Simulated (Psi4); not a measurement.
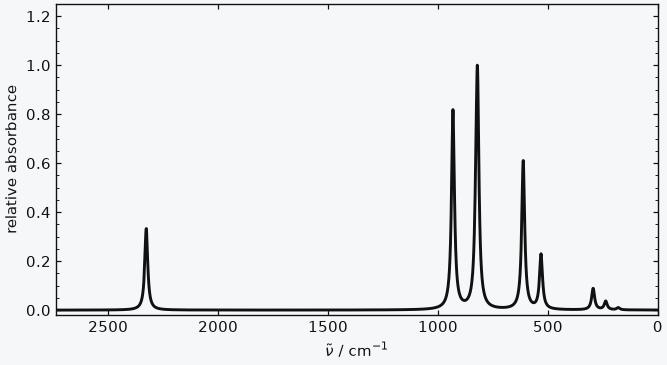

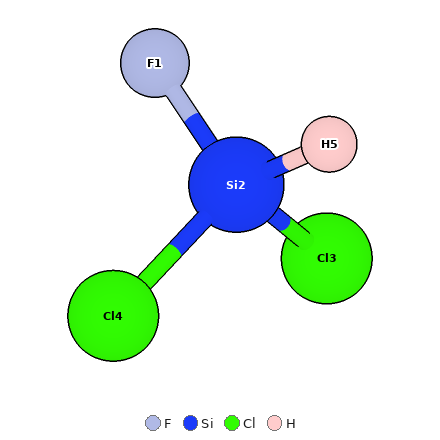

Infrared spectrum of SiHCl₂F, SMILES F[SiH](Cl)Cl. Unscaled harmonic wavenumbers and double-harmonic intensities, B3LYP/def2-SVP (dispersion D3(BJ)), Psi4, at a geometry relaxed at this level, isolated molecule. Lorentzian lines of 16 cm⁻¹ full width. Close modes add up in the curve.

> Which is the highest mode?

2326.9 cm⁻¹ (77.8 km/mol).

> Which lines are the most intense?

820.5 cm⁻¹ (210.4 km/mol), 931.8 cm⁻¹ (189.6 km/mol) and 612.3 cm⁻¹ (141.5 km/mol).

> List the modes.

```tsv
cm⁻¹	km/mol
179.7	2.1
237.0	8.1
294.4	20.4
531.3	52.0
612.3	141.5
820.5	210.4
827.7	38.3
931.8	189.6
2326.9	77.8
```

Known limits of this run: double-zeta basis.
